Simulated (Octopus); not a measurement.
**A workflow on AlHBrClO (SMILES [OH][Al]([Cl])[Br])**

Wanted: energy and gradient (singlet AlHBrClO, PBEsol), then energy and gradient (doublet AlHBrClO+, UPBEsol), then energy and gradient (singlet AlHBrClO, PW92 LDA), then energy and forces (singlet AlHBrClO, PW92 LDA), then energy and gradient (singlet AlHBrClO, PW92 LDA), then energy and forces (singlet AlHBrClO, PW92 LDA) of AlBrClHO. The setting varied is the grid spacing, stencil order. 

The calculation is run with Octopus 16.4.

8 further runs of the same task are left out: 8 set aside as unsound or not needed.

**1. The structure to begin with**

AlHBrClO: 5 atoms, total charge 0, spin state singlet. As SMILES, `[OH][Al]([Cl])[Br]`. Geometry: relaxed at PBE0-D4/def2-TZVP. This is one conformer, not always the lowest.

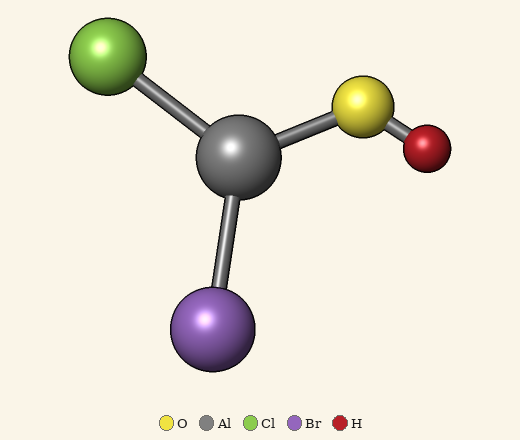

Viewed from a chosen angle; oxygen yellow, aluminium grey, chlorine green, bromine purple, hydrogen red.

**2. Energy and gradient at PBEsol (scalar, in the pseudopotentials, pseudodojo_pbesol potentials, box margin 5 angstrom, extra states 0, grid spacing 0.195 angstrom, mix field default) (run 1)**

geometry.xyz reads:

```xyz
5

O      0.384000     1.247640     0.324500
Al     0.031000    -0.375660     0.089900
Cl     0.885100    -1.763660     1.368100
Br    -1.326100    -1.050860    -1.556100
H      0.026000     1.942540    -0.226400
```

Command:

```console
$ OMP_NUM_THREADS=1 octopus > gs.log
```

Log:

```text
Version                : 16.4
[... 193 lines left out ...]
Converged eigenvectors: 0
#  State  Eigenvalue [eV]  Occupation    Error
[... 9 lines left out ...]
Converged eigenvectors: 0
#  State  Eigenvalue [eV]  Occupation    Error
[... 40 lines left out ...]
Converged eigenvectors: 0
#  State  Eigenvalue [eV]  Occupation    Error
[... 9 lines left out ...]
Converged eigenvectors: 0
#  State  Eigenvalue [eV]  Occupation    Error
[... 6 lines left out ...]
Info: SCF converged in   14 iterations
[... 1 line left out ...]
**   Some of the states are not fully converged!
[... 1 line left out ...]
Octopus emitted 2 warnings.
```

It took 17 s on 1 thread of Intel Xeon 6975P-C (Granite Rapids), shared host; peak memory 0.15 GiB.

**3. The doublet cation: energy and forces at UPBEsol (scalar, in the pseudopotentials, pseudodojo_pbesol potentials, box margin 4.99998 angstrom, extra states 0, grid spacing 0.195002 angstrom, mix field default) (run 2)**

geometry.xyz is that of step 2.

Command:

```console
$ OMP_NUM_THREADS=1 octopus > gs.log
```

Log:

```text
Version                : 16.4
[... 203 lines left out ...]
Converged eigenvectors: 0
[... 25 lines left out ...]
Converged eigenvectors: 0
#  State  Spin  Eigenvalue [eV]  Occupation    Error
[... 5 lines left out ...]
  [output of 6 eigenvalues skipped: maximum error = 1.6E-01]
[... 80 lines left out ...]
Converged eigenvectors: 0
#  State  Spin  Eigenvalue [eV]  Occupation    Error
[... 5 lines left out ...]
  [output of 6 eigenvalues skipped: maximum error = 3.6E-05]
[... 18 lines left out ...]
Converged eigenvectors: 0
#  State  Spin  Eigenvalue [eV]  Occupation    Error
[... 5 lines left out ...]
  [output of 6 eigenvalues skipped: maximum error = 2.4E-05]
[... 16 lines left out ...]
** Warning:
[... 2 lines left out ...]
**   SCF *not* converged after   80 iterations.
[... 1 line left out ...]
Octopus emitted 3 warnings.
```

Wall time 2.7 min (1 thread of Intel Xeon 6975P-C (Granite Rapids), shared host); peak memory 0.2 GiB.

The iterations ended before the threshold was met.

Runs 3 to 5 aren't shown in full; the table further down has their settings and results.

**4. Energy and gradient at PW92 LDA (scalar, in the pseudopotentials, pseudodojo_lda potentials, box margin 4 angstrom, extra states 0, grid spacing 0.150022 angstrom, mix field default) (run 6)**

Command:

```console
$ OMP_NUM_THREADS=1 octopus > gs.log
```

Log:

```text
Version                : 16.4
[... 190 lines left out ...]
Converged eigenvectors: 0
#  State  Eigenvalue [eV]  Occupation    Error
[... 9 lines left out ...]
Converged eigenvectors: 0
#  State  Eigenvalue [eV]  Occupation    Error
[... 43 lines left out ...]
Converged eigenvectors: 0
#  State  Eigenvalue [eV]  Occupation    Error
[... 9 lines left out ...]
Converged eigenvectors: 0
#  State  Eigenvalue [eV]  Occupation    Error
[... 6 lines left out ...]
Info: SCF converged in   15 iterations
[... 1 line left out ...]
**   Some of the states are not fully converged!
[... 1 line left out ...]
Octopus emitted 2 warnings.
```

It took 32 s on 1 thread of Intel Xeon 6975P-C (Granite Rapids), shared host; peak memory 0.2 GiB.

**5. The series**

```
run                                                                                                                                                                    level  grid spacing  stencil order  partner    energy (Eh)  dipole moment (D)  HOMO energy (eV)  wall time
  1            PBEsol (scalar, in the pseudopotentials, pseudodojo_pbesol potentials, box margin 5 angstrom, extra states 0, grid spacing 0.195 angstrom, mix field default)         0.195              4     base     -51.614623               1.57             -7.51       17 s
  2  UPBEsol (scalar, in the pseudopotentials, pseudodojo_pbesol potentials, box margin 4.99998 angstrom, extra states 0, grid spacing 0.195002 angstrom, mix field default)      0.195002              4   cation  not converged                  –                 –    2.7 min
  3              PW92 LDA (scalar, in the pseudopotentials, pseudodojo_lda potentials, box margin 4 angstrom, extra states 0, grid spacing 0.15 angstrom, mix field default)          0.15              3     base     -51.757981               1.58             -7.63       22 s
  4              PW92 LDA (scalar, in the pseudopotentials, pseudodojo_lda potentials, box margin 4 angstrom, extra states 0, grid spacing 0.15 angstrom, mix field default)          0.15              4     base     -51.749489               1.58             -7.63       24 s
  5              PW92 LDA (scalar, in the pseudopotentials, pseudodojo_lda potentials, box margin 4 angstrom, extra states 0, grid spacing 0.15 angstrom, mix field default)          0.15              6     base     -51.746569               1.58             -7.63       28 s
  6          PW92 LDA (scalar, in the pseudopotentials, pseudodojo_lda potentials, box margin 4 angstrom, extra states 0, grid spacing 0.150022 angstrom, mix field default)      0.150022              8     base     -51.746180               1.58             -7.63       32 s
```

Convergence of the total energy of singlet AlHBrClO with the stencil order, against the last point:

```
stencil order  from the last (mEh)  wall time
            3              -11.801       22 s
            4               -3.309       24 s
            6               -0.388       28 s
            8               +0.000       32 s
```

Convergence of the dipole moment of singlet AlHBrClO with the stencil order, against the last point:

```
stencil order  from the last (D)  wall time
            3            +0.0019       22 s
            4            +0.0006       24 s
            6            +0.0001       28 s
            8            +0.0000       32 s
```

**6. What came out**

```
                                 quantity         value
            run 6, PW92 LDA: total energy  -51.74618 Eh
           run 6, PW92 LDA: dipole moment        1.58 D
             run 6, PW92 LDA: HOMO energy      -7.63 eV
run 6, PW92 LDA: largest force on an atom    0.569 eV/Å
```

**Reading.** For the total energy of singlet AlHBrClO to stay within 10 mEh of the last point, 4 is the first point of the series from which all later ones do (24 s against 32 s). For the total energy of singlet AlHBrClO to stay within 2 mEh of the last point, 6 is the first point of the series from which all later ones do (28 s against 32 s). The dipole moment (its size) runs from 1.57 D (PBEsol) to 1.58 D (PW92 LDA). Totals of different functionals can't be ranked against each other. All runs together took 4.7 min, the longest 2.7 min. 1 of the 6 runs did not end normally.
